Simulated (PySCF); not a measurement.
InB (triplet)

```xyz
2

In    0.0000    0.0000   -0.2128
B     0.0000    0.0000    2.2212
```

Core potentials replace the inner electrons of In.

Method: PBE0/def2-SVP, non-relativistic Hamiltonian with scalar-relativistic core potentials where named, at a bond length of 2.434 Å in PySCF.

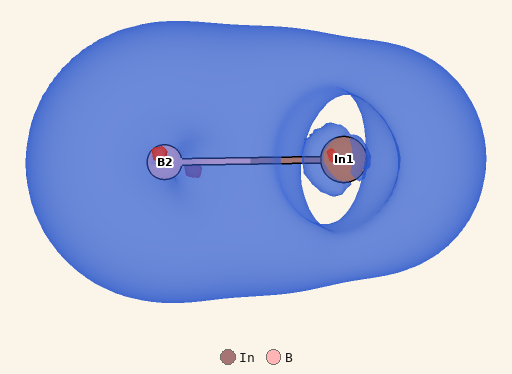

Figure 1. Isosurfaces of the spin density (α minus β) at +0.015 (blue) and −0.015 e/Å³ (red), seen from one side.

Which atoms carry the spin?

Answer. The unpaired spin (2 electrons) lies mostly on B2 (about 1.3) and In1 (about 0.7), in electrons by Hirshfeld's partition.

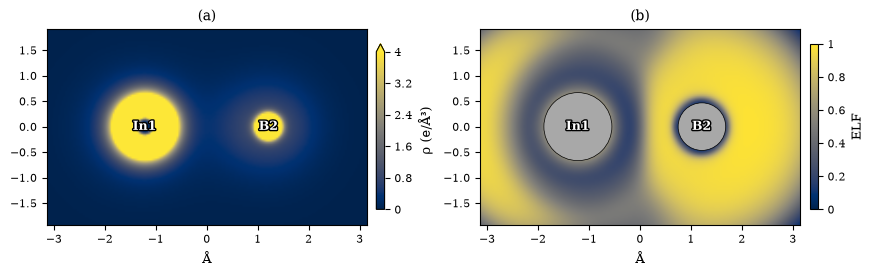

Figure 2. (a) electron density; (b) electron localisation function on a plane that holds the molecular axis. Grey discs cover the atomic cores in the ELF map.

What does the map show?

Answer. Atoms in the plane: In and B. In–B (2.43 Å): ρ at the midpoint is about 0.4 e/Å³; the ELF peaks at about 0.95 in the valence shell of B, 0.8 Å from its nucleus, and drops to about 0.20 between the two atoms. The ELF also peaks beside B2, away from the bonds: non-bonding electrons, paired or unpaired.

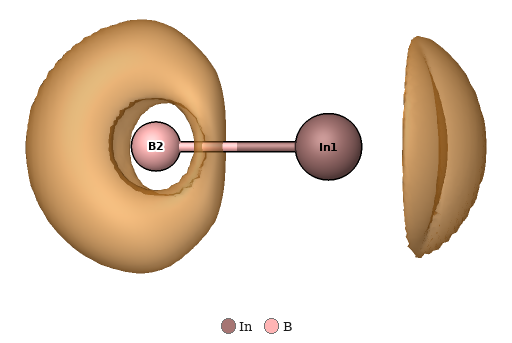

Figure 3. Isosurface of the electron localisation function at 0.85 (orange), seen from one side. Only the valence region is drawn (cores and ρ < 0.01 e/Å³ removed).

Where are the electrons localised?

Answer. The surface consists of one lobe on B, pointing away from the bonds (non-bonding electrons) and one lobe on In, pointing away from the bonds (non-bonding electrons).
